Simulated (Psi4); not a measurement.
**C2H4B− (SMILES [BH3-]C#C) at B3LYP/def2-SV(P) (sweep point 1)**

Aim: the vertical electron affinity of C2H4B− at B3LYP/def2-SV(P) (sweep point 1), from 2 runs. 

The results are computed with Psi4 1.11.

**1. The structure to begin with**

C2H4B−: 7 atoms, total charge -1, spin state singlet. As SMILES, `[BH3-]C#C`. The coordinates come from a GFN2-xTB relaxation.

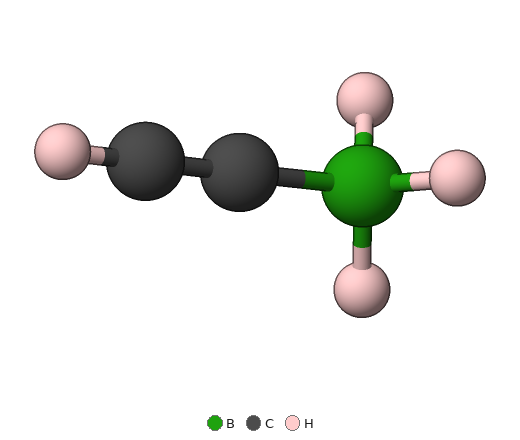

The structure, seen from a chosen angle (boron green, carbon dark grey, hydrogen pink).

**2. The energy at B3LYP/def2-SV(P) (sweep point 1)**

job.dat

```
memory 1600 mb

molecule geom {
  -1 1
  B     -0.762590     0.586710    -0.252460
  C      0.441630    -0.346170     0.145280
  C      1.367110    -1.053930     0.452870
  H     -1.743190    -0.103170    -0.531940
  H     -0.449000     1.267510    -1.228590
  H     -1.037060     1.326040     0.692310
  H      2.183100    -1.676990     0.722530
  symmetry c1
}

set globals {
  puream true
  scf_type pk
  dft_radial_points 99
  dft_spherical_points 590
}

result = energy('b3lyp/def2-SV(P)')
```

Launch:

```console
$ psi4 -n 1 job.dat job.out
```

job.out:

```text
[...]
  Running in c1 symmetry.
[...]
  Nuclear repulsion =   51.234109945090509
[...]
  Multiplicity = 1
[...]
  Nalpha       = 11
  Nbeta        = 11
[...]
    Number of basis functions: 50
[...]
   @RKS iter   1:  -102.98832133897071   -4.43379e-01   1.40190e-02 ADIIS/DIIS
[...]
   @RKS iter   8:  -103.35123164094773   -6.73407e-08   6.00336e-07 DIIS
[...]
    Orbital Energies [Eh]
    ---------------------
    Doubly Occupied:
       1A     -9.958648     2A     -9.953604     3A     -6.473535
       4A     -0.518533     5A     -0.346685     6A     -0.286552
       7A     -0.132280     8A     -0.110990     9A     -0.110913
      10A     -0.044709    11A     -0.044699
[...]
  @RKS Final Energy:  -103.35123164094773
   => Energetics <=
    Nuclear Repulsion Energy =             51.2341099450905091
    One-Electron Energy =                -243.5666924063505689
    Two-Electron Energy =                 102.3735721754492118
    DFT Exchange-Correlation Energy =     -13.3922213551368614
    Empirical Dispersion Energy =           0.0000000000000000
    VV10 Nonlocal Energy =                  0.0000000000000000
    Total Energy =                       -103.3512316409477307
[...]
 Multipole Moments:
 ------------------------------------------------------------------------------------
     Multipole            Electronic (a.u.)      Nuclear  (a.u.)        Total (a.u.)
 ------------------------------------------------------------------------------------
 L = 1.  Multiply by 2.5417464519 to convert [e a0] to [Debye]
 Dipole X            :          2.4081557           -1.1312279            1.2769278
 Dipole Y            :         -1.8687777            0.8850202           -0.9837575
 Dipole Z            :          0.7954704           -0.3733886            0.4220818
 Magnitude           :                                                    1.6662762
[...]
```

Wall time 8.1 s (1 thread of Intel Xeon Platinum 8375C at 2.90GHz (Ice Lake), shared host); peak memory 0.76 GiB.

**3. Doublet [C2H4B]2− at the same level**

c2h4b.in

```
memory 1.6 GB

molecule {
  -2 2
  B     -0.762590     0.586710    -0.252460
  C      0.441630    -0.346170     0.145280
  C      1.367110    -1.053930     0.452870
  H     -1.743190    -0.103170    -0.531940
  H     -0.449000     1.267510    -1.228590
  H     -1.037060     1.326040     0.692310
  H      2.183100    -1.676990     0.722530
  symmetry c1
}

set basis def2-SV(P)
set reference uks
set puream true
set scf_type pk
set dft_radial_points 99
set dft_spherical_points 590
set maxiter 100

e_tot, wfn = energy('b3lyp', return_wfn=True)
```

Launch:

```console
$ psi4 c2h4b.in c2h4b.out -n 1
```

c2h4b.out:

```text
[...]
  Running in c1 symmetry.
[...]
  Nuclear repulsion =   51.234109945090509
[...]
  Multiplicity = 2
[...]
  Nalpha       = 12
  Nbeta        = 11
[...]
    Number of basis functions: 50
[...]
   @UKS iter   1:  -102.34343641861295    2.01506e-01   1.88491e-02 ADIIS/DIIS
[...]
   @UKS iter  16:  -103.03029615512393   -5.61170e-09   4.38467e-07 DIIS
[...]
   @S^2 Observed:                7.512651337E-01
[...]
    Orbital Energies [Eh]
    ---------------------
    Alpha Occupied:
       1A     -9.745624     2A     -9.726160     3A     -6.330981
       4A     -0.312844     5A     -0.152372     6A     -0.076288
       7A      0.030597     8A      0.043734     9A      0.043796
      10A      0.142490    11A      0.142526    12A      0.409666
    Alpha Virtual:
      13A      0.444064    14A      0.444146    15A      0.466147
      16A      0.525628    17A      0.525748    18A      0.533344
      19A      0.579387    20A      0.621279    21A      0.621332
      22A      0.689601    23A      0.762863    24A      0.909388
      25A      0.909520    26A      1.017486    27A      1.017643
[...]
  @UKS Final Energy:  -103.03029615512393
   => Energetics <=
    Nuclear Repulsion Energy =             51.2341099450905091
    One-Electron Energy =                -247.3138213845966789
    Two-Electron Energy =                 106.6328869192051201
    DFT Exchange-Correlation Energy =     -13.5834716348228728
    Empirical Dispersion Energy =           0.0000000000000000
    VV10 Nonlocal Energy =                  0.0000000000000000
    Total Energy =                       -103.0302961551239349
[...]
 Multipole Moments:
 ------------------------------------------------------------------------------------
     Multipole            Electronic (a.u.)      Nuclear  (a.u.)        Total (a.u.)
 ------------------------------------------------------------------------------------
 L = 1.  Multiply by 2.5417464519 to convert [e a0] to [Debye]
 Dipole X            :         -0.8752346           -1.1312279           -2.0064625
 Dipole Y            :          0.6478791            0.8850202            1.5328992
 Dipole Z            :         -0.2934712           -0.3733886           -0.6668598
 Magnitude           :                                                    2.6115846
[...]
```

It took 19 s on 1 thread of Intel Xeon Platinum 8375C at 2.90GHz (Ice Lake), shared host; peak memory 0.76 GiB.

**4. Outcome**

Level: B3LYP/def2-SV(P) (sweep point 1).

```
                                                             quantity          value
                                         singlet C2H4B−: total energy  -103.35123 Eh
                                          singlet C2H4B−: HOMO energy       -1.22 eV
                                          singlet C2H4B−: LUMO energy        6.75 eV
singlet C2H4B−: HOMO–LUMO gap (to an unbound level, set by the basis)        7.97 eV
                                      doublet [C2H4B]2−: total energy  -103.03030 Eh
                doublet [C2H4B]2−: HOMO energy (highest over α and β)       11.15 eV
                 doublet [C2H4B]2−: LUMO energy (lowest over α and β)       12.08 eV
                                              doublet [C2H4B]2−: ⟨S²⟩          0.751
                  vertical electron affinity (to the doublet dianion)      -8.733 eV
```

In words: The dianion lies 8.73 eV (843 kJ/mol) above the anion: the electron isn't bound at this level, and such a value depends on the basis. Without diffuse functions anions come out too high. The HOMO (doublet [C2H4B]2−) lies at positive energy, 11.15 eV; only total energies tell whether the electron is bound.
